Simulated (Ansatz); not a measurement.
**Ti2SiO4: one geometry, two states**

An SCF can end in more than one state. Here Ti2SiO4, a borrowed structure type, volume estimated, is run from each state found earlier: which lies lowest, and what else changes?

Program: Ansatz 0.2.0. Level of theory: DFT, PBE, plane waves, PAW. These are calculated values, not measurements.

**1. Geometry**

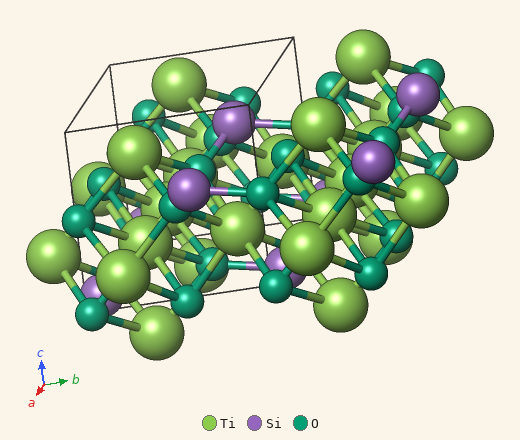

The cell, seen slightly off an axis (titanium green, silicon purple, oxygen teal). 2×2×1 cells are drawn.

Symmetry: Fd-3m, No. 227, cubic system. Conventional cell: a = 8.367 Å, b = 8.367 Å, c = 8.367 Å, α = 90.00°, β = 90.00°, γ = 90.00°. Around Ti (site symmetry -3m) lie 6 O at 2.15 Å. Si (site symmetry -43m) is surrounded by 4 O at 1.72 Å. O (site symmetry 3m) has 1 Si at 1.72 Å and 3 Ti at 2.15 Å as nearest neighbours.

Coordinates:

```
Ti Si O
1.0
     0.00000    4.18354    4.18354
     4.18354    0.00000    4.18354
     4.18354    4.18354    0.00000
Ti Si O
4 2 8
Cartesian
  4.1835 4.1835 4.1835
  4.1835 2.0918 2.0918
  2.0918 2.0918 4.1835
  2.0918 4.1835 2.0918
  1.0459 1.0459 1.0459
  7.3212 7.3212 7.3212
  2.0374 2.0374 2.0374
  6.3297 4.1292 4.1292
  4.2379 4.2379 2.0374
  4.1292 6.3297 4.1292
  2.0374 4.2379 4.2379
  6.3297 6.3297 6.3297
  4.2379 2.0374 4.2379
  4.1292 4.1292 6.3297
```

The cell carries a charge of +1 e on a uniform background.

The states: A, Ti1 up, Ti2 up, Ti3 up, Ti4 up (collinear spin); B, no atom with a moment over 0.3 μB (collinear spin). Each run reads its own saved solution as saved_state.

**2. State A: the run**

input.yaml reads:

```yaml
crystal:
  lattice:
    - [0.0, 4.18354493, 4.18354493]
    - [4.18354493, 0.0, 4.18354493]
    - [4.18354493, 4.18354493, 0.0]
  atoms:
    - { symbol: Ti, position: [0.5, 0.5, 0.5], spin: 0.59 }
    - { symbol: Ti, position: [0.0, 0.5, 0.5], spin: 0.59 }
    - { symbol: Ti, position: [0.5, 0.5, 0.0], spin: 0.59 }
    - { symbol: Ti, position: [0.5, 0.0, 0.5], spin: 0.59 }
    - { symbol: Si, position: [0.125, 0.125, 0.125], spin: 0.59 }
    - { symbol: Si, position: [0.875, 0.875, 0.875], spin: 0.59 }
    - { symbol: O, position: [0.2435, 0.2435, 0.2435], spin: 0.59 }
    - { symbol: O, position: [0.2305, 0.7565, 0.7565], spin: 0.59 }
    - { symbol: O, position: [0.2435, 0.2435, 0.7695], spin: 0.59 }
    - { symbol: O, position: [0.7565, 0.2305, 0.7565], spin: 0.59 }
    - { symbol: O, position: [0.7695, 0.2435, 0.2435], spin: 0.59 }
    - { symbol: O, position: [0.7565, 0.7565, 0.7565], spin: 0.59 }
    - { symbol: O, position: [0.2435, 0.7695, 0.2435], spin: 0.59 }
    - { symbol: O, position: [0.7565, 0.7565, 0.2305], spin: 0.59 }
kpoints:
  mp_grid: { grid: [5, 5, 5], shift: [0, 0, 0] }
magnetization:
  spin_polarized: true
scf:
  occupations: { method: methfessel_paxton, width: 0.0119 }
  lower_state_search: "off"
  max_iter: 200
hamiltonian:
  pseudopotentials: { kind: paw }
  xc: pbe
total_charge: 1
basis:
  ecutwfc: 420
  fft_grid_basis: typed
output:
  forces: true
  stress: true
  eigenvalues: true
  bader: true
  populations: true
  elf: true
  write_potential: true
  volumetric_format: npy
  dos:
    e_range: [-12, 8]
    de: 0.05
    projected: { site_lists: { O: [O], Si: [Si], Ti: [Ti] } }
checkpoint:
  read: saved_state
```

Started as:

```console
> ansatz run input.yaml --threads 2 --pin off --max-ram 5120MiB --backend cpu --events-out ev --progress --plain --runs-dir out
```

Log, shortened:

```text
Warning: checkpoint.read: basis.xc_grid differs: saved 1, current 2 (points along each axis for each point of the dense box; where the key is left out runs that use forces, runs that use the stress, dielectric runs by a finite field, finite-displacement phonons, runs of [...]
Warning: RAYON_NUM_THREADS=2 ignored (pool sized by the plan → 2); use --threads N
[...]
Pseudopotentials: kind: paw
Pseudopotential: Ti, paw, valence charge 12, recommended cutoff 420 eV (normal), Ti.paw.azcp
Pseudopotential: Si, paw, valence charge 4, recommended cutoff 420 eV (normal), Si.paw.azcp
Pseudopotential: O, paw, valence charge 6, recommended cutoff 420 eV (normal), O.paw.azcp
Functional definition: PBE
[...]
Crystal: 14 atoms, lattice volume = 146.441 Å³
Basis set: ecut = 420 eV, 2837 PW (Γ), exchange–correlation on 80×80×80 points (8 copies of the dense FFT grid, shifted against one another)
Bands: 70, of which v1, the nominal top of the filled ones, is band 52 counted from 1 (51 counted from 0)
Symmetry: 48 space group operations
Space group: Fd-3m (ITA 227), of the structure as read, at distance tolerance 5.3e-5 Å
Magnetic group: BNS 227.128 (UNI 1630), of the structure as read, at distance tolerance 5.3e-5 Å
k-points: 10 of 125
[...]
Starting moments: Σ|m| = 8.26 μB on 14 of 14 sites; this step starts from the density that it was given
[...]
SCF iter   1: F=—  HF=-15837.271943 eV  |F-HF|=—  |Δ(HF+E_count)|=         —  Δρ=5.16e-3 (↑5.16e-3 ↓4.46e-3)  dr2=1.23e-2  dr2_m=1.32e-2  M=3.654 μB ∫|m|=3.687 μB  β_m=0.30  ethr=1.23e-5  ⟨swp⟩=3.5  Hψ=7944  notcnv=0
[...]
  atom   6  Si    -0.00000000     0.00000000    -0.00000000
  atom   7  O     -0.85433293    -0.85433293    -0.85433293
  atom   8  O      0.85433293    -0.85433293    -0.85433293
[...]
--- Stress (GPa, compression-positive) ---
       -4.109971      -0.000000       0.000000
        0.000000      -4.109971       0.000000
        0.000000      -0.000000      -4.109971
  P = ⅓ Tr σ = -4.1100 GPa (-41.100 kbar)
--- Band table (eV; the first three rows and the last of 20) ---
[...]
--- Löwdin populations: 14 sites ---
  site symbol       q [e]    m [muB]
     0     Ti     10.9754     0.6737
     1     Ti     10.9754     0.6737
     2     Ti     10.9754     0.6737
     3     Ti     10.9754     0.6737
     4     Si      2.3895     0.0282
     5     Si      2.3895     0.0282
     6      O      6.7132     0.0072
     7      O      6.7132     0.0072
     8      O      6.7132     0.0072
     9      O      6.7132     0.0072
    10      O      6.7132     0.0072
    11      O      6.7132     0.0072
    12      O      6.7132     0.0072
    13      O      6.7132     0.0072
  spilling = 0.005955 (of n_electrons = 103.000000)
--- Bader charges: 14 sites ---
  site symbol  charge [e]  shift [e]    m [muB]
     0     Ti      1.6895     0.0002     0.5977
     1     Ti      1.6895     0.0002     0.5977
     2     Ti      1.6896     0.0002     0.5977
     3     Ti      1.6896     0.0002     0.5977
     4     Si      3.1667     0.0109     0.0123
     5     Si      3.1668     0.0109     0.0123
     6      O     -1.5115     0.0028     0.0521
     7      O     -1.5115     0.0029     0.0521
     8      O     -1.5115     0.0029     0.0521
     9      O     -1.5115     0.0029     0.0521
    10      O     -1.5115     0.0029     0.0521
    11      O     -1.5115     0.0028     0.0521
    12      O     -1.5115     0.0029     0.0521
    13      O     -1.5115     0.0029     0.0521
  estimated error of the sums over rays = 4.5e-4 e
```

It took 74 s on 2 threads of Intel Xeon Platinum 8375C at 2.90GHz (Ice Lake), shared host; peak memory 0.64 GiB.

**3. State A: levels and charges**

Counts of states in windows (eV from the Fermi level; tetrahedra), total and projected:

```csv
from,to,total,up,down,O p,Ti d
-8.0,-7.0,7.47,3.66,3.81,6.12,0.63
-7.0,-6.0,9.20,4.63,4.59,8.09,0.68
-6.0,-5.0,14.62,7.38,7.21,12.88,1.39
-5.0,-4.0,2.00,0.84,1.16,1.91,0.05
-4.0,-3.0,0.00,0.00,0.00,0.00,0.00
-3.0,-2.0,0.14,0.13,0.01,0.01,0.12
-2.0,-1.0,1.71,1.13,0.57,0.11,1.47
-1.0,0.0,5.37,3.69,1.67,0.36,4.77
0.0,1.0,7.49,3.48,4.01,0.40,6.70
1.0,2.0,10.55,5.88,4.67,0.56,8.68
```

The bands computed are complete only to about 2.8 eV above the Fermi level.

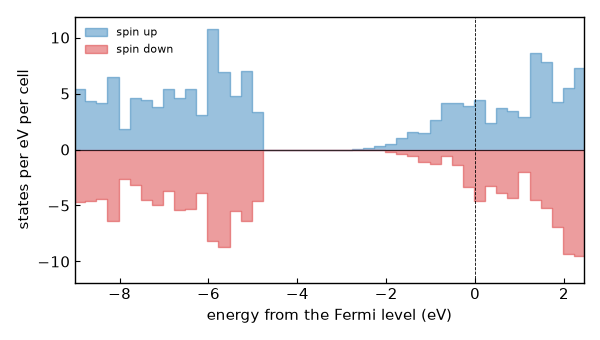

Density of states by spin, in bins of 0.25 eV.

By element, from the tables in the log (a charge is positive for electrons lost): Löwdin charges also hold the electrons that the projection spills.

```csv
element,atoms,Bader charge (e),Bader volume (Å³),Löwdin charge (e),"Bader moment, size (μB)"
Ti,4,+1.69,9.4,+1.02,0.60
Si,2,+3.17,3.7,+1.61,0.01
O,8,-1.51,12.7,-0.71,0.05
```

Löwdin charges rest on a small set of atomic orbitals that misses 0.6 % of the electrons, so they need not add up to the cell's charge and can differ from Bader's even in sign.

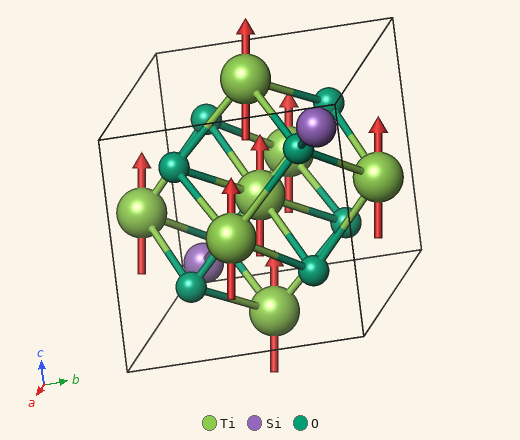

Site moments over 0.3 μB, as arrows (short ones can be hidden in their spheres; values hang on how the density is shared out, so they can differ from the log's spheres): up red, down blue; without spin-orbit coupling their axis is free, so they are drawn up the page.

**4. Run from state B**

input.yaml reads:

```yaml
crystal:
  lattice:
    - [0.0, 4.18354493, 4.18354493]
    - [4.18354493, 0.0, 4.18354493]
    - [4.18354493, 4.18354493, 0.0]
  atoms:
    - { symbol: Ti, position: [0.5, 0.5, 0.5], spin: 1.0 }
    - { symbol: Ti, position: [0.0, 0.5, 0.5], spin: 1.0 }
    - { symbol: Ti, position: [0.5, 0.5, 0.0], spin: 1.0 }
    - { symbol: Ti, position: [0.5, 0.0, 0.5], spin: 1.0 }
    - { symbol: Si, position: [0.125, 0.125, 0.125], spin: 0.0 }
    - { symbol: Si, position: [0.875, 0.875, 0.875], spin: 0.0 }
    - { symbol: O, position: [0.2435, 0.2435, 0.2435], spin: 0.0 }
    - { symbol: O, position: [0.2305, 0.7565, 0.7565], spin: 0.0 }
    - { symbol: O, position: [0.2435, 0.2435, 0.7695], spin: 0.0 }
    - { symbol: O, position: [0.7565, 0.2305, 0.7565], spin: 0.0 }
    - { symbol: O, position: [0.7695, 0.2435, 0.2435], spin: 0.0 }
    - { symbol: O, position: [0.7565, 0.7565, 0.7565], spin: 0.0 }
    - { symbol: O, position: [0.2435, 0.7695, 0.2435], spin: 0.0 }
    - { symbol: O, position: [0.7565, 0.7565, 0.2305], spin: 0.0 }
kpoints:
  mp_grid: { grid: [5, 5, 5], shift: [0, 0, 0] }
  band_path:
    path:
      - [0.0, 0.0, 0.0]
      - [0.5, 0.0, 0.5]
      - [0.625, 0.25, 0.625]
      - [0.375, 0.375, 0.75]
      - [0.0, 0.0, 0.0]
      - [0.5, 0.5, 0.5]
      - [0.5, 0.25, 0.75]
      - [0.5, 0.0, 0.5]
    npoints: 10
magnetization:
  spin_polarized: true
scf:
  occupations: { method: methfessel_paxton, width: 0.0119 }
  lower_state_search: "off"
  max_iter: 200
hamiltonian:
  pseudopotentials: { kind: paw }
  xc: pbe
total_charge: 1
basis:
  ecutwfc: 420
  fft_grid_basis: typed
output:
  forces: true
  stress: true
  eigenvalues: true
  bader: true
  populations: true
  elf: true
  write_potential: true
  volumetric_format: npy
  dos:
    e_range: [-12, 8]
    de: 0.05
    projected: { site_lists: { O: [O], Si: [Si], Ti: [Ti] } }
checkpoint:
  read: saved_state
```

Started as:

```console
> ansatz run input.yaml --threads 2 --pin off --max-ram 5120MiB --backend cpu --events-out ev --progress --plain --runs-dir out
```

Log, shortened:

```text
Warning: checkpoint.read: basis.xc_grid differs: saved 1, current 2 (points along each axis for each point of the dense box; where the key is left out runs that use forces, runs that use the stress, dielectric runs by a finite field, finite-displacement phonons, runs of [...]
Warning: RAYON_NUM_THREADS=2 ignored (pool sized by the plan → 2); use --threads N
[...]
[... 5 set-up lines as earlier in the session ...]
[...]
Crystal: 14 atoms, lattice volume = 146.441 Å³
Basis set: ecut = 420 eV, 2837 PW (Γ), exchange–correlation on 80×80×80 points (8 copies of the dense FFT grid, shifted against one another)
Bands: 68, of which v1, the nominal top of the filled ones, is band 52 counted from 1 (51 counted from 0)
[... 1 set-up line as earlier in the session ...]
[...]
     3     Ti     10.9828     0.0309
     4     Si      2.3849     0.0043
     5     Si      2.3849     0.0043
     6      O      6.7106     0.0004
     7      O      6.7106     0.0004
     8      O      6.7106     0.0004
     9      O      6.7106     0.0004
    10      O      6.7106     0.0004
    11      O      6.7106     0.0004
    12      O      6.7106     0.0004
    13      O      6.7106     0.0004
  spilling = 0.005965 (of n_electrons = 103.000000)
--- Bader charges: 14 sites ---
  site symbol  charge [e]  shift [e]    m [muB]
     0     Ti      1.6897     0.0002     0.0276
     1     Ti      1.6897     0.0002     0.0276
     2     Ti      1.6897     0.0002     0.0276
     3     Ti      1.6897     0.0002     0.0276
     4     Si      3.1676     0.0109     0.0019
     5     Si      3.1677     0.0109     0.0019
     6      O     -1.5118     0.0028     0.0028
     7      O     -1.5118     0.0029     0.0028
     8      O     -1.5118     0.0029     0.0028
     9      O     -1.5118     0.0029     0.0028
    10      O     -1.5118     0.0029     0.0028
    11      O     -1.5118     0.0028     0.0028
    12      O     -1.5118     0.0029     0.0028
    13      O     -1.5118     0.0029     0.0028
  estimated error of the sums over rays = 4.5e-4 e
```

Wall time 82 s (2 threads of Intel Xeon Platinum 8375C at 2.90GHz (Ice Lake), shared host); peak memory 0.98 GiB.

**5. State B: levels and charges**

States per cell by energy window, from dos.tsv and pdos.tsv (tetrahedra; eV from the Fermi level):

```csv
from,to,total,O p,Ti d
-8.0,-7.0,8.48,6.87,0.73
-7.0,-6.0,9.17,8.05,0.67
-6.0,-5.0,13.55,11.82,1.38
-5.0,-4.0,3.45,3.27,0.11
-4.0,-3.0,0.00,0.00,0.00
-3.0,-2.0,0.08,0.00,0.06
-2.0,-1.0,1.46,0.09,1.24
-1.0,0.0,5.44,0.37,4.88
0.0,1.0,6.78,0.38,6.00
1.0,2.0,12.19,0.63,10.34
```

The bands computed are complete only to about 2.7 eV above the Fermi level.

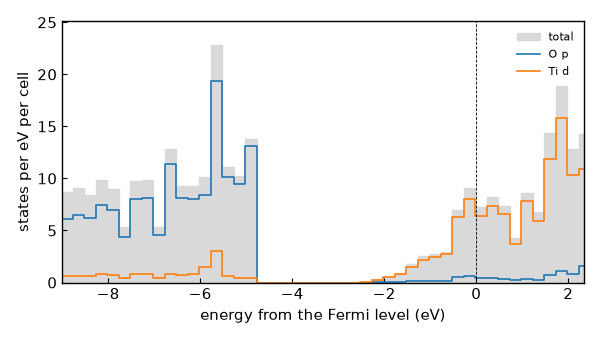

Total and projected density of states, in bins of 0.25 eV.

By element, from the tables in the log (a charge is positive for electrons lost): Löwdin charges also hold the electrons that the projection spills.

```csv
element,atoms,Bader charge (e),Bader volume (Å³),Löwdin charge (e),"Bader moment, size (μB)"
Ti,4,+1.69,9.4,+1.02,0.03
Si,2,+3.17,3.7,+1.61,0.00
O,8,-1.51,12.7,-0.71,0.00
```

The Löwdin projection spills 0.6 % of the electrons and depends on the orbitals chosen; where it disagrees with Bader's partition, neither is an observable.

**6. Results**

```csv
state,free energy (meV/atom),largest site moment (μB),size of the net moment (μB/cell),gap (eV),pressure (GPa),largest force (eV/Å),SCF cycles
A,0.7,0.46,2.83,metal,–,1.48,22
B,0.0,0.02,0.14,metal,–,1.41,19
```

The cell is charged, so the pressure depends on the background and is left out.

**Reading.** States B and A are level within 1 meV per atom.

Caveats: charged cell with a uniform background.
